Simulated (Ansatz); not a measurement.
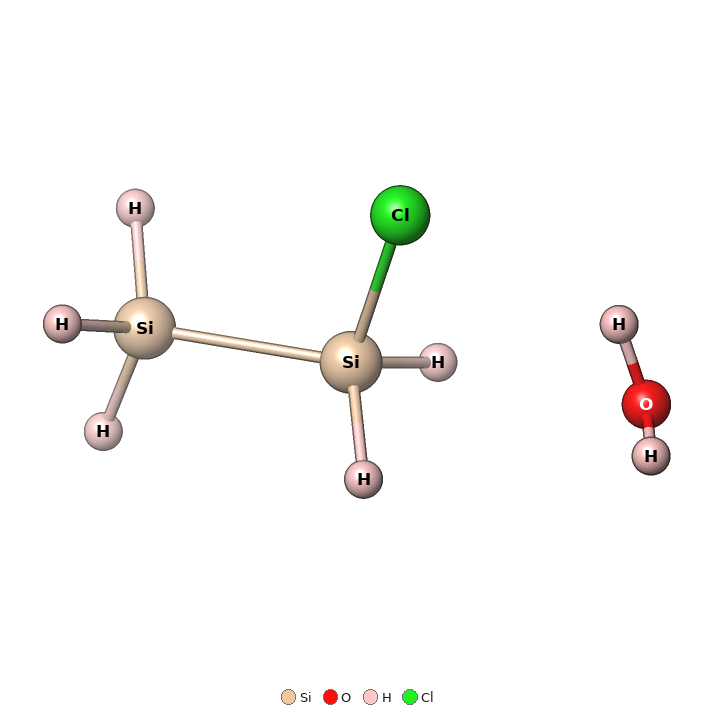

Depth is shown by fading: the farther an atom, the more it takes the colour of the background. Computed geometry: PBE0-D4/def2-TZVP optimisation.

> List the symmetry elements and name the point group.

It has no symmetry element but the identity, so the point group is C1. The group has 1 operation. The geometry is chiral, and symmetry allows a dipole moment.
